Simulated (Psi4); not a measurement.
**BH3SO (SMILES OBS) at TPSS/cc-pVTZ (sweep point 9)**

What is the vertical ionisation energy of BH3SO at TPSS/cc-pVTZ (sweep point 9)? 

The calculation is run with Psi4 1.11.

### Step 1. The molecule

BH3SO: 6 atoms, total charge 0, spin state singlet. SMILES: `OBS`. Geometry: relaxed at PBE0-D4/def2-TZVP. This is one conformer, not always the lowest.

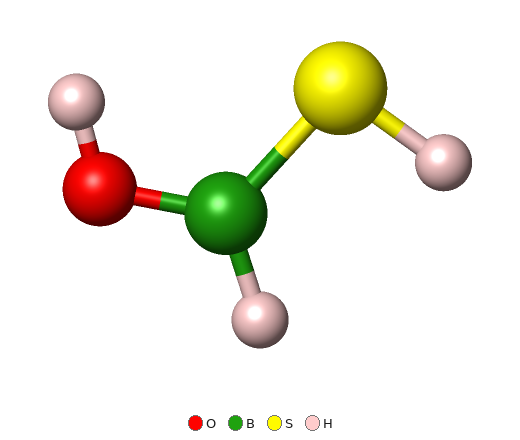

Viewed from a chosen angle; oxygen red, boron green, sulfur yellow, hydrogen pink.

### Step 2. The energy at TPSS/cc-pVTZ (sweep point 9)

Contents of job.py:

```python
import psi4

psi4.set_memory('1600 MB')
psi4.set_num_threads(1)
psi4.set_output_file('psi4.out', False)

m = psi4.geometry("""
0 1
O     -2.08701353    -0.17083124    -1.89312763
B      0.10317905     0.32068652    -0.67671093
S      0.63664873    -0.74171750     2.53620143
H     -3.31287887    -1.10945821    -0.93617032
H      1.68998207     1.48078939    -1.77993304
H      2.97008255     0.22034207     2.74974048
units au
symmetry c1
""")

psi4.set_options(dict(puream=True, scf_type='pk', dft_radial_points=99, dft_spherical_points=590))

e = psi4.energy('tpss/cc-pVTZ')
print(f'total energy {e:.8f} hartree = {e * 27.211386:.5f} eV')
for k, v in sorted(psi4.core.scalar_variables().items()):
    print(f'{k:45s} {v:18.10f}')
```

Started as:

```sh
$ python job.py
```

psi4.out:

```text
[...]
  Running in c1 symmetry.
[...]
  Nuclear repulsion =   88.768868558049263
[...]
  Multiplicity = 1
[...]
  Nalpha       = 16
  Nbeta        = 16
[...]
    Number of basis functions: 136
[...]
   @RKS iter   1:  -499.96575389158869   -1.68648e-01   6.04365e-03 DIIS/ADIIS
[...]
   @RKS iter   9:  -500.23933181927623   -2.18313e-07   5.67469e-07 DIIS
[...]
    Orbital Energies [Eh]
    ---------------------
    Doubly Occupied:
       1A    -88.386469     2A    -18.916682     3A     -7.746629
       4A     -6.632286     5A     -5.727546     6A     -5.722693
       7A     -5.720175     8A     -0.978849     9A     -0.690653
      10A     -0.532691    11A     -0.426911    12A     -0.384056
      13A     -0.341647    14A     -0.340308    15A     -0.280597
      16A     -0.247227
[...]
  @RKS Final Energy:  -500.23933181927623
   => Energetics <=
    Nuclear Repulsion Energy =             88.7688685580492631
    One-Electron Energy =                -864.9009133348316709
    Two-Electron Energy =                 315.4223583545943939
    DFT Exchange-Correlation Energy =     -39.5296453970881885
    Empirical Dispersion Energy =           0.0000000000000000
    VV10 Nonlocal Energy =                  0.0000000000000000
    Total Energy =                       -500.2393318192762308
[...]
 Multipole Moments:
 ------------------------------------------------------------------------------------
     Multipole            Electronic (a.u.)      Nuclear  (a.u.)        Total (a.u.)
 ------------------------------------------------------------------------------------
 L = 1.  Multiply by 2.5417464519 to convert [e a0] to [Debye]
 Dipole X            :         -0.8773364            0.7897433           -0.0875931
 Dipole Y            :         -0.6060245            0.4809352           -0.1250894
 Dipole Z            :          0.5228134           -0.3111451            0.2116683
 Magnitude           :                                                    0.2610046
[...]
```

The script printed:

```text
total energy -500.23933182 hartree = -13612.20555 eV
CURRENT ENERGY                                   -500.2393318193
CURRENT REFERENCE ENERGY                         -500.2393318193
DD SOLVATION ENERGY                                 0.0000000000
DFT FUNCTIONAL TOTAL ENERGY                      -500.2393318193
DFT TOTAL ENERGY                                 -500.2393318193
DFT VV10 ENERGY                                     0.0000000000
DFT XC ENERGY                                     -39.5296453971
GRID ELECTRONS ALPHA                               16.0000002036
GRID ELECTRONS BETA                                16.0000002036
GRID ELECTRONS TOTAL                               32.0000004073
NUCLEAR REPULSION ENERGY                           88.7688685580
ONE-ELECTRON ENERGY                              -864.9009133348
PCM POLARIZATION ENERGY                             0.0000000000
PE ENERGY                                           0.0000000000
SCF ITERATION ENERGY                             -500.2393318193
SCF ITERATIONS                                      9.0000000000
SCF TOTAL ENERGY                                 -500.2393318193
TWO-ELECTRON ENERGY                               315.4223583546
XC GRID RADIAL POINTS                              99.0000000000
XC GRID SPHERICAL POINTS                          590.0000000000
XC GRID TOTAL POINTS                           334578.0000000000
```

Run time: 32 s. Hardware: 1 thread of Intel Xeon 6975P-C (Granite Rapids), shared host; peak memory 1.2 GiB.

### Step 3. The doublet cation at the same level

Contents of calc.py:

```python
import psi4

psi4.set_memory('1600 MB')
psi4.set_num_threads(1)
psi4.core.set_output_file('output.dat', False)

m = psi4.geometry("""
1 2
O     -2.08701353    -0.17083124    -1.89312763
B      0.10317905     0.32068652    -0.67671093
S      0.63664873    -0.74171750     2.53620143
H     -3.31287887    -1.10945821    -0.93617032
H      1.68998207     1.48078939    -1.77993304
H      2.97008255     0.22034207     2.74974048
units bohr
symmetry c1
""")

options = {'basis': 'cc-pVTZ', 'reference': 'uks', 'puream': True, 'scf_type': 'pk', 'dft_radial_points': 99, 'dft_spherical_points': 590, 'maxiter': 150}
psi4.set_options(options)

result, w = psi4.energy('tpss', return_wfn=True)
print(f'total energy {result:.8f} hartree = {result * 27.211386:.5f} eV')
for k, v in sorted(psi4.core.scalar_variables().items()):
    print(f'{k:45s} {v:18.10f}')
```

Started as:

```sh
$ python calc.py
```

output.dat:

```text
[...]
  Running in c1 symmetry.
[...]
  Nuclear repulsion =   88.768868558049263
[...]
  Multiplicity = 2
[...]
  Nalpha       = 16
  Nbeta        = 15
[...]
    Number of basis functions: 136
[...]
   @UKS iter   1:  -499.62705014305544    1.70056e-01   5.57982e-03 ADIIS/DIIS
[...]
   @UKS iter  11:  -499.86452890765077   -4.64163e-08   3.82107e-07 DIIS
[...]
   @S^2 Observed:                7.571156468E-01
[...]
    Orbital Energies [Eh]
    ---------------------
    Alpha Occupied:
       1A    -88.727205     2A    -19.176751     3A     -8.083233
       4A     -6.881436     5A     -6.068819     6A     -6.060050
       7A     -6.055145     8A     -1.228934     9A     -1.007985
      10A     -0.771399    11A     -0.705639    12A     -0.643119
      13A     -0.607112    14A     -0.594768    15A     -0.564912
      16A     -0.534039
    Alpha Virtual:
      17A     -0.278436    18A     -0.264966    19A     -0.177645
      20A     -0.165936    21A     -0.112075    22A     -0.081457
      23A     -0.042596    24A     -0.038485    25A     -0.025214
[...]
  @UKS Final Energy:  -499.86452890765077
   => Energetics <=
    Nuclear Repulsion Energy =             88.7688685580492631
    One-Electron Energy =                -855.7805067045754868
    Two-Electron Energy =                 306.3702402945076528
    DFT Exchange-Correlation Energy =     -39.2231310556321517
    Empirical Dispersion Energy =           0.0000000000000000
    VV10 Nonlocal Energy =                  0.0000000000000000
    Total Energy =                       -499.8645289076507652
[...]
 Multipole Moments:
 ------------------------------------------------------------------------------------
     Multipole            Electronic (a.u.)      Nuclear  (a.u.)        Total (a.u.)
 ------------------------------------------------------------------------------------
 L = 1.  Multiply by 2.5417464519 to convert [e a0] to [Debye]
 Dipole X            :         -0.4330878            0.7897433            0.3566554
 Dipole Y            :         -0.6416326            0.4809352           -0.1606975
 Dipole Z            :          1.1034400           -0.3111451            0.7922949
 Magnitude           :                                                    0.8836051
[...]
```

Standard output:

```text
total energy -499.86452891 hartree = -13602.00664 eV
CURRENT ENERGY                                   -499.8645289077
CURRENT REFERENCE ENERGY                         -499.8645289077
DD SOLVATION ENERGY                                 0.0000000000
DFT FUNCTIONAL TOTAL ENERGY                      -499.8645289077
DFT TOTAL ENERGY                                 -499.8645289077
DFT VV10 ENERGY                                     0.0000000000
DFT XC ENERGY                                     -39.2231310556
GRID ELECTRONS ALPHA                               16.0000001886
GRID ELECTRONS BETA                                15.0000001665
GRID ELECTRONS TOTAL                               31.0000003550
NUCLEAR REPULSION ENERGY                           88.7688685580
ONE-ELECTRON ENERGY                              -855.7805067046
PCM POLARIZATION ENERGY                             0.0000000000
PE ENERGY                                           0.0000000000
SCF ITERATION ENERGY                             -499.8645289077
SCF ITERATIONS                                     11.0000000000
SCF TOTAL ENERGY                                 -499.8645289077
TWO-ELECTRON ENERGY                               306.3702402945
XC GRID RADIAL POINTS                              99.0000000000
XC GRID SPHERICAL POINTS                          590.0000000000
XC GRID TOTAL POINTS                           334578.0000000000
```

Wall time 55 s (1 thread of Intel Xeon 6975P-C (Granite Rapids), shared host); peak memory 1.2 GiB.

### Step 4. Outcome

Level: TPSS/cc-pVTZ (sweep point 9).

| quantity | value |
| --- | --- |
| singlet BH3SO: total energy | -500.23933 Eh |
| singlet BH3SO: dipole moment | 0.66 D |
| singlet BH3SO: HOMO energy | -6.73 eV |
| singlet BH3SO: LUMO energy | -0.77 eV |
| singlet BH3SO: HOMO–LUMO gap | 5.96 eV |
| doublet cation: total energy | -499.86453 Eh |
| doublet cation: HOMO energy (highest over α and β) | -14.42 eV |
| doublet cation: LUMO energy (lowest over α and β) | -13.60 eV |
| doublet cation: ⟨S²⟩ | 0.757 |
| vertical ionisation energy (to the doublet cation) | 10.199 eV |

**Reading.** Removing an electron at fixed nuclei costs 10.20 eV (984 kJ/mol). −ε(HOMO) before ionisation, 6.73 eV, is 3.47 eV below this ionisation energy.
